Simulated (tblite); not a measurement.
# Run report: CH6B2, frequency calculation

- system: CH6B2, SMILES BCB
- method: GFN2-xTB harmonic vibrations, gas phase (tblite 0.8.0)

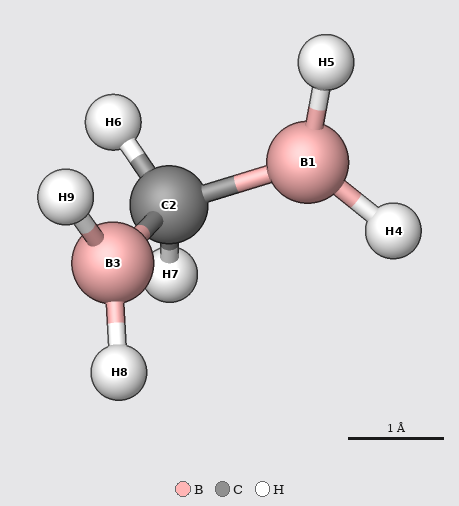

The structure (ball-and-stick view, seen at a tilt; atoms are numbered from 1 in the order of the input). Bond lengths as drawn: B–C 1.57 Å, B–H 1.17 Å and C–H 1.09 Å.

### Key numbers

```tsv
quantity	value
outcome	converged
total energy	−207.7869 eV
zero-point energy	41.7470 kcal/mol
hardware	1 CPU thread, shared host
peak memory	0.19 GiB
```

### Input file
```
{"job": {"kind": "ir", "xc": "GFN2-xTB", "basis": "xTB"}, "charge": 0, "multiplicity": 1}
B     -0.560606     1.149221    -0.116789
C     -0.493949    -0.417639    -0.080542
B      1.014439    -0.770658     0.164004
H     -0.483403     1.720022    -1.135068
H     -0.670166     1.756979     0.876812
H     -1.096755    -0.791918     0.746049
H     -0.846780    -0.843357    -1.018343
H      1.725479    -0.984495    -0.740061
H      1.438864    -0.806168     1.253579
```

The first line tells a small driver script what to run in tblite; the rest is the geometry in Å.

Launched with:
```bash
OMP_NUM_THREADS=1 python <driver script> task.json out
```

### Output
```
mode    cm-1     km/mol
  1     111.1      1.95
  2     215.4      0.16
  3     232.0      0.07
  4     733.1      3.20
  5     741.0      0.01
  6     785.4     14.13
  7     828.1    156.15
  8     932.3     84.68
  9    1000.6     53.28
 10    1007.2     99.91
 11    1053.8    167.74
 12    1102.7     29.85
 13    1197.6    177.02
 14    1204.0     64.54
 15    1470.7      3.58
 16    2631.0    157.47
 17    2637.3     57.50
 18    2662.6      0.86
 19    2667.9    297.42
 20    2987.7     19.57
 21    3001.6     50.65
ZPE 174.672  H(298)-E 190.699  G(298)-E 106.077 kJ/mol  S 283.82 J/(mol K)
```

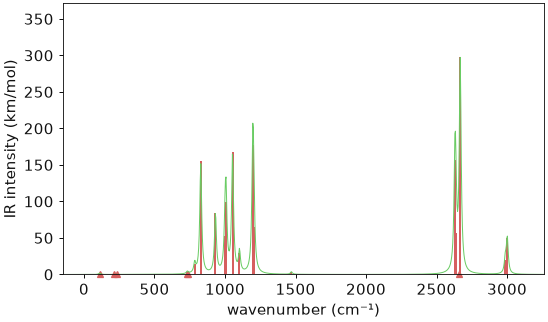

Harmonic infrared spectrum, unscaled: sticks (degenerate modes added up, dark ones marked on the axis) with a Lorentzian envelope of 16 cm⁻¹ full width, scaled to the tallest stick. 21 modes from 111 to 3002 cm⁻¹, none imaginary. The strongest line is at 2668 cm⁻¹ (297 km/mol).
